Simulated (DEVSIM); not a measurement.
Device: illuminated Si p-on-n cell, one wavelength, at 300 K.

| layer (left to right) | material | thickness (μm) | Nd (cm⁻³) | Na (cm⁻³) | τn (s) | τp (s) | absorption coefficient (cm⁻¹) |
|---|---|---|---|---|---|---|---|
| 1 | Si | 0.780 | - | 3.7e18 | 1.2e-7 | 7.4e-8 | 530 |
| 2 | Si | 83.0 | 8.4e15 | - | 1.3e-6 | 1.3e-6 | 530 |

Left contact: ohmic, minority electron recombination velocity 10 cm/s. Right contact: ohmic, minority hole recombination velocity 6e5 cm/s. Voltage is applied to the left contact. Recombination: SRH at mid-gap, radiative, Auger. Gap narrowing is on: ΔEg = 6.92 meV × (l + √(l² + 0.5)), l = ln(N/1.3e17 cm⁻³), shared equally by both band edges. Light enters at the left, 1.3e18 photons cm⁻² s⁻¹, one pass, no reflection. Mobility is constant in doping.

This is a model device: material constants are rounded textbook-type values typed into the input, and sizes, dopings and lifetimes were drawn at random. Values at 300 K.

| parameter | Si |
|---|---|
| gap (eV) | 1.124 |
| affinity (eV) | 4.05 |
| permittivity | 11.7 |
| Nc (cm⁻³) | 2.86e19 |
| Nv (cm⁻³) | 3.1e19 |
| μn (cm²/Vs) | 1417 |
| μp (cm²/Vs) | 470 |
| B (cm³/s) | 4.7e-15 |
| Cn (cm⁶/s) | 2.8e-31 |
| Cp (cm⁶/s) | 9.9e-32 |

DEVSIM, 1D drift-diffusion, Boltzmann statistics, complete ionisation; no tunnelling, impact ionisation, image-force lowering or self-heating.

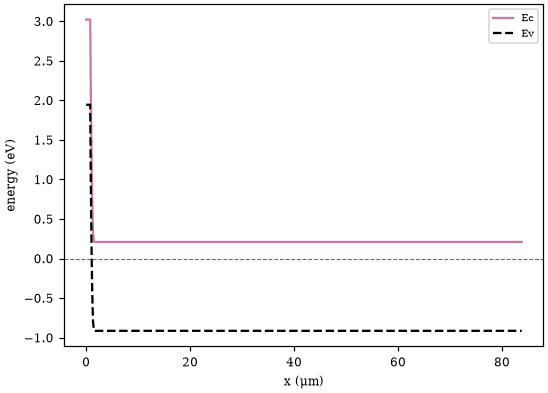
Fig. 1. Band edges at -2.0 V on the left contact, in the dark

Energies count from the Fermi level of the right contact; mesh points crowd at the junctions.

| x (μm) | Ec (eV) | Ev (eV) | n (cm⁻³) | p (cm⁻³) | field (V/cm) |
|---|---|---|---|---|---|
| 0.000 | 3.022 | 1.945 | < 1e2 | 3.7e18 | ≈ 0 |
| 0.03385 | 3.022 | 1.945 | < 1e2 | 3.7e18 | ≈ 0 |
| 0.1178 | 3.022 | 1.945 | < 1e2 | 3.7e18 | ≈ 0 |
| 0.3071 | 3.022 | 1.945 | < 1e2 | 3.7e18 | ≈ 0 |
| 0.6332 | 3.022 | 1.945 | < 1e2 | 3.7e18 | ≈ 0 |
| 0.7341 | 3.022 | 1.945 | < 1e2 | 3.7e18 | ≈ 0 |
| 0.7748 | 3.019 | 1.942 | < 1e2 | 3.3e18 | -16000 |
| 0.8226 | 2.659 | 1.536 | < 1e2 | 4.9e11 | -79000 |
| 0.9194 | 1.952 | 0.828 | 410 | 4000 | -67000 |
| 1.157 | 0.732 | -0.391 | 1.4e7 | 1700 | -36000 |
| 1.740 | 0.210 | -0.913 | 8.4e15 | 110 | ≈ 0 |
| 4.101 | 0.210 | -0.913 | 8.4e15 | 950 | ≈ 0 |
| 8.963 | 0.210 | -0.913 | 8.4e15 | 2500 | ≈ 0 |
| 21.73 | 0.210 | -0.913 | 8.4e15 | 5900 | ≈ 0 |
| 58.35 | 0.210 | -0.913 | 8.4e15 | 12000 | ≈ 0 |
| 73.85 | 0.210 | -0.913 | 8.4e15 | 13000 | ≈ 0 |
| 79.75 | 0.210 | -0.913 | 8.4e15 | 14000 | ≈ 0 |
| 82.15 | 0.210 | -0.913 | 8.4e15 | 14000 | ≈ 0 |
| 83.32 | 0.210 | -0.913 | 8.4e15 | 14000 | ≈ 0 |
| 83.61 | 0.210 | -0.913 | 8.4e15 | 14000 | ≈ 0 |
| 83.72 | 0.210 | -0.913 | 8.4e15 | 14000 | ≈ 0 |
| 83.78 | 0.210 | -0.913 | 8.4e15 | 14000 | ≈ 0 |
